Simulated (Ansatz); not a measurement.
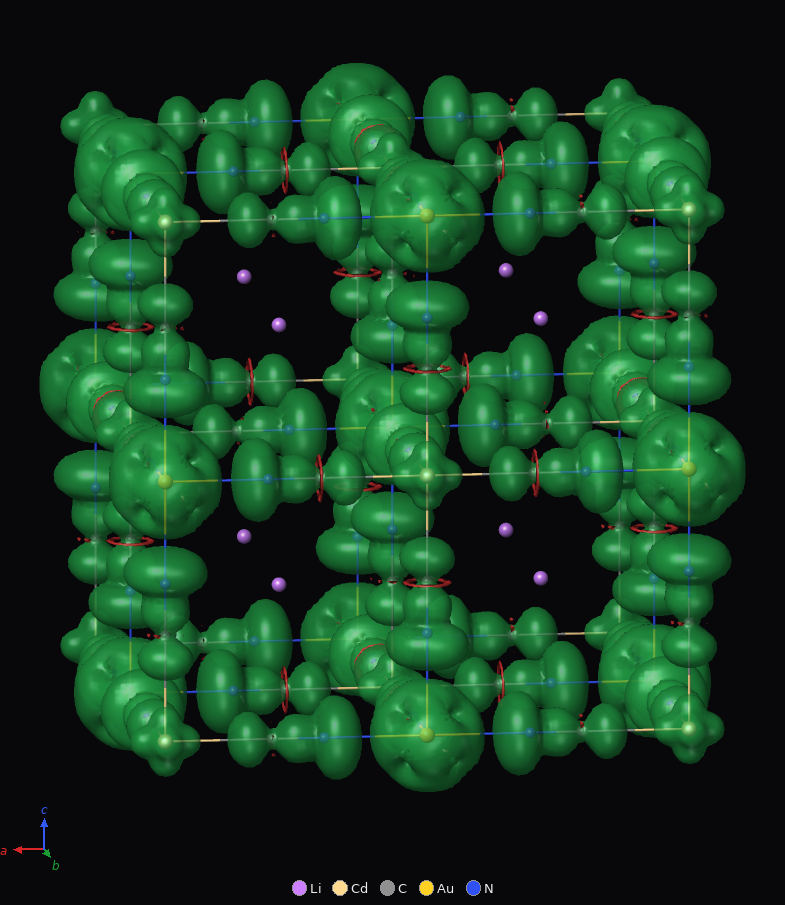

Figure 1: Li$_{2}$CdAuC$_{6}$N$_{6}$. Isosurfaces of the spin density (up minus down) at +0.004 (green) and −0.004 e/Å³ (red), seen at an oblique angle. Sticks mark near contacts.

Space group Fm-3m; a structure generated by program, which may or may not match a known phase; spin-polarised.

Method: DFT PBE, scalar-relativistic, plane waves, PAW (Ansatz 0.2.0).

Core electrons are frozen (PAW), and the valence fields are smoothed inside the atomic spheres.

Li$_{2}$CdAuC$_{6}$N$_{6}$, 64 atoms, a = 11.78 Å, b = 11.78 Å, c = 11.78 Å, α = 90.00°, β = 90.00°, γ = 90.00°.

### Where is the spin, and how is it ordered?

The spin density sits on Au: +0.5 μB (×4) in one cell of 64 atoms: parallel main moments, as they must be, since the calculation's own cell holds one magnetic site. The cell of the calculation (16 atoms) carries 1.0 μB of net spin moment.
